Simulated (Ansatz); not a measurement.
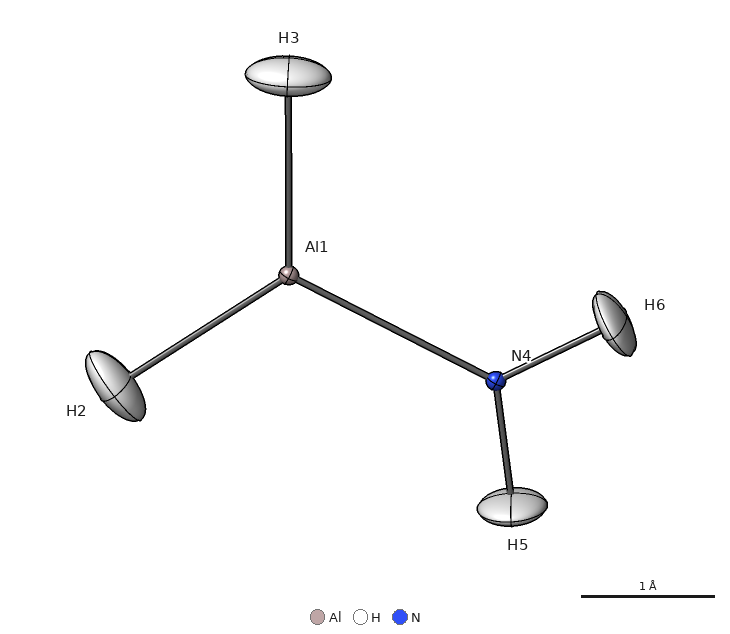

Displacement ellipsoids at the 50 % level, from the internal vibrations of the free molecule (harmonic, no overall translation or rotation; no half-axis is drawn under 0.075 Å). Vibrations computed with RKS PBE0-D4/def2-TZVP (Ansatz 0.2.0). Temperature: 600 K.

Give the displacement parameters, one line for each set of equivalent atoms.

```
  atom  U_eq (Å²)   rms amplitudes (Å)
   Al1    0.00028  0.015, 0.015, 0.020
H2, H3     0.0266  0.093, 0.166, 0.209
    N4    0.00094  0.021, 0.034, 0.034
H5, H6     0.0294  0.069, 0.171, 0.233
```
